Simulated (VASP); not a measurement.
Input:

```xyz
4
Lattice="4.2418 0.0000 0.0000 0.0000 4.2418 0.0000 0.0000 0.0000 6.0297" Properties=species:S:1:pos:R:3 pbc="T T T"
Pb     0.0000     0.0000     0.0000
Pb     2.1209     2.1209     3.0149
Se     2.1209     2.1209     0.0000
S      0.0000     0.0000     3.0149
```

All values below come from PBEsol GGA, VASP's PBE PAW potentials (set 64) (plane waves; VASP). Run with 400 eV cut-off, 6×6×4 Γ-centred mesh, tetrahedra with Blöchl corrections, potentials Pb_d Se S.

Unless said otherwise, spin-orbit coupling is left out, though it shifts the bands of the heavy elements here.

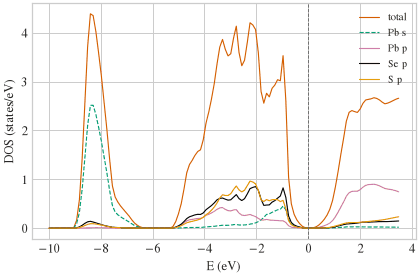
Figure: Total and projected density of states, zero at the valence-band maximum

Within 2 eV below the valence-band maximum the largest weight inside VASP's projection spheres is Se p, then S p.

The gap is direct, 0.06 eV, from the valence maximum at R to the conduction minimum at R.

The structure comes from a computed database's Pb2SeS entry (P4/mmm); how it stands against other phases isn't given here. It was relaxed first.
